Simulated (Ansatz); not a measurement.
**GeH$_{4}$···CH$_{2}$F (doublet): density, localisation and related maps**

```xyz
9

H    -0.0749   -0.0895    0.1892
C    -0.9037    0.6507   -1.9112
F    -0.4583   -0.5198   -2.3794
Ge    0.6610   -0.4332    1.4754
H    -0.1393    1.4046   -1.7753
H    -1.8253    0.6030   -1.3459
H     2.0701    0.1772    1.4250
H    -0.1002    0.1617    2.6705
H     0.7706   -1.9548    1.6517
```

Method: Ansatz, UKS PBE0-D4/def2-mTZVP.

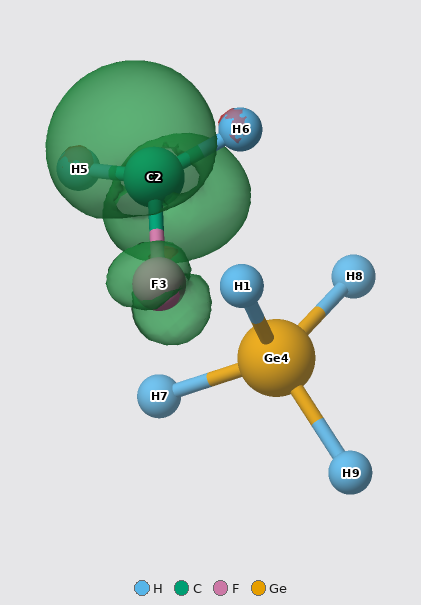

Figure 1. Isosurfaces of the spin density at +0.04 (green) and −0.04 e/Å³ (red), seen at an oblique angle.

Q: Which atoms carry the spin?

A: The unpaired spin (1 electron) lies mostly on C2 (about 0.8) and F3 (about 0.1), in electrons by Hirshfeld's partition.

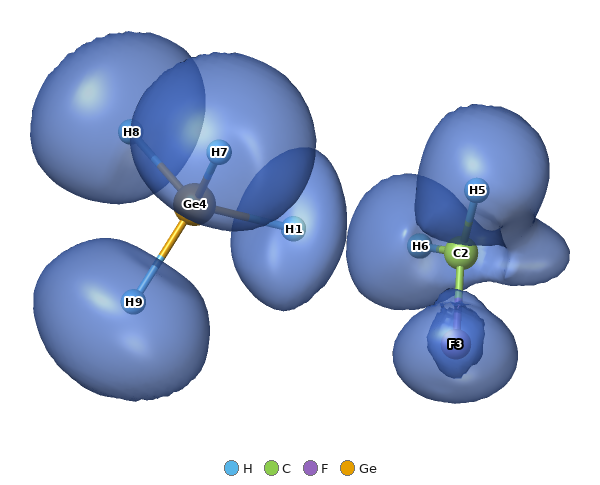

Figure 2. Isosurface of the electron localisation function at 0.75 (blue), seen at a tilt. Only the valence region is drawn (cores and ρ < 0.01 e/Å³ removed).

Q: What do the ELF domains correspond to?

A: At this value the surface marks out four regions around hydrogen nuclei, one region on F in which the atom's valence shell and bonds are merged and one joined region spread over several atoms (C, H), in which their bonds and any lone pairs are merged. Along the contacts the grid gives the following. C2···H1 (2.38 Å): the ELF dips to about 0.05 between them. C–F (1.34 Å): the ELF peaks at about 0.85 between the atoms (a shared but strongly polarised pair).

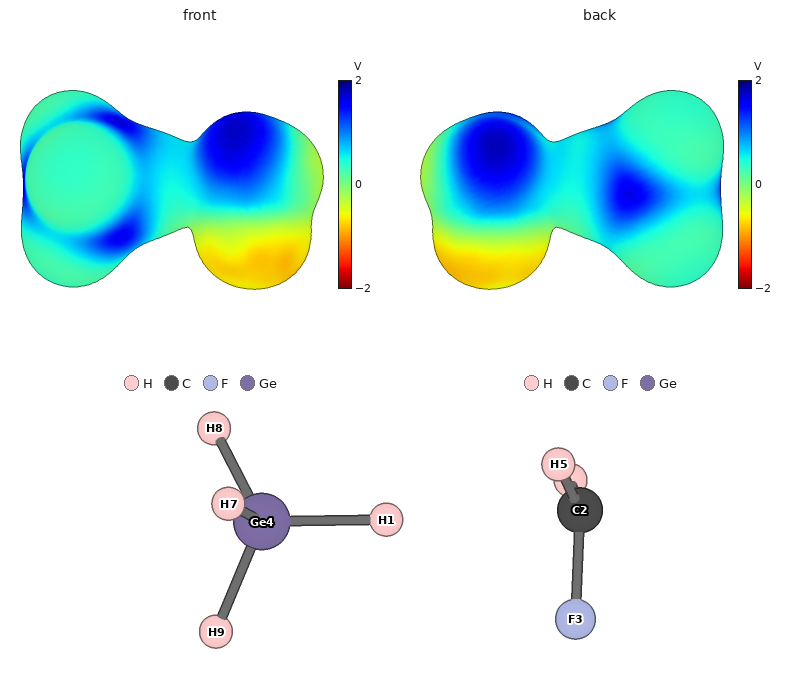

Figure 3. The electrostatic potential painted on the density surface at 0.004 e/bohr³, seen from the front and from behind; the colour scale runs from red (negative) to blue (positive). The bare structure is drawn below in the same view.

Q: Where is the surface potential most negative and most positive?

A: The most negative region (about −0.8 V) lies over F3, the most positive (about +1.8 V) over H5 and H6.

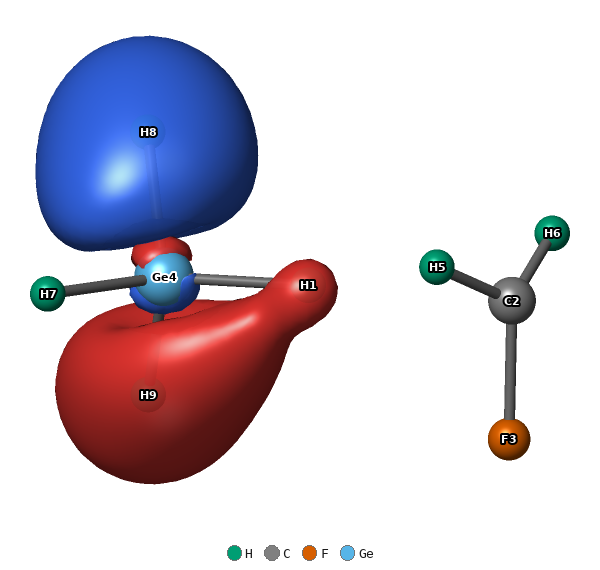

Figure 4. The HOMO−1 (α) at ±0.15 Å⁻³ᐟ² (blue and red are the two phases), seen at a tilt.

Q: What is the character of this orbital?

A: Its weight (Hirshfeld) is mainly on Ge4 (about 45 %), H8 (about 30 %) and H9 (about 20 %). Its energy is −9.69 eV.
